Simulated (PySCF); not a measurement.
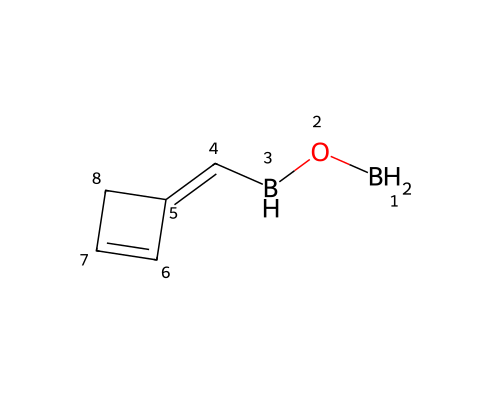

Skeletal drawing with numbered atoms; wedges and dashes mark any stereocentres. The configuration is that of a computed structure (GFN2-xTB).

### What are the Cahn–Ingold–Prelog descriptors?

C4=C5: Z.

### Write the isomeric SMILES.

BOB/C=C1\C=CC1
